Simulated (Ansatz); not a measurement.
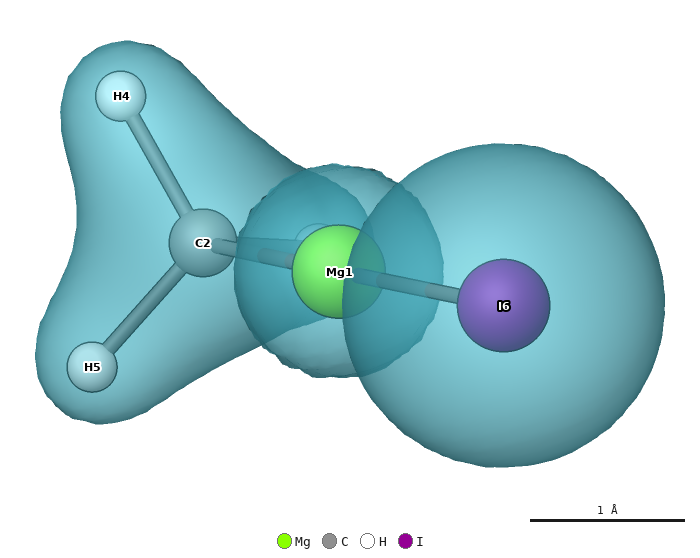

*CH₃IMg. Isosurface of the electron density at 0.6 e/Å³ (cyan), seen at an oblique angle.*

Geometry: PBE-D4/def2-TZVP; core potentials replace the inner electrons of I.

The calculation used RKS PBE0-D4/def2-TZVP (Ansatz).

The calculation's input:

```
crystal:
  periodic: [false, false, false]
  atoms:
    - {symbol: Mg, position_ang: [-0.009711, 0.007797, -1.156506]}
    - {symbol: C, position_ang: [0.002046, -0.001105, 0.924441]}
    - {symbol: H, position_ang: [-0.445925, 0.918579, 1.328934]}
    - {symbol: H, position_ang: [1.029165, -0.073885, 1.311803]}
    - {symbol: H, position_ang: [-0.567965, -0.855174, 1.319226]}
    - {symbol: I, position_ang: [-0.007610, 0.003798, -3.727898]}
basis:
  gaussian: {orbitals: def2-TZVP, initial_orbitals: start.molden}
hamiltonian: {xc: pbe0, dispersion: d4}
scf: {omitted_lower_state_checks: [starts]}
output: {forces: true, orbitals: {seedname: orbitals}}
```

Launched as:

```sh
ansatz run in.yaml --threads 4 --pin off --events-out ev --progress --plain --max-ram 3916MiB
```

**What does this surface tell about the bonding?**

At this value the surface falls into three separate pieces. It bridges the sampled C–H (1.10 Å) contacts, where the density stays above the isovalue. It is pinched off along the sampled C–Mg (2.08 Å) and Mg–I (2.57 Å) contacts. On the grid the lowest density along these lines, outside the cores, is 0.42 e/Å³ (C–Mg, 2.08 Å), 0.28 e/Å³ (Mg–I, 2.57 Å) and 1.8 e/Å³ (C–H, 1.10 Å).
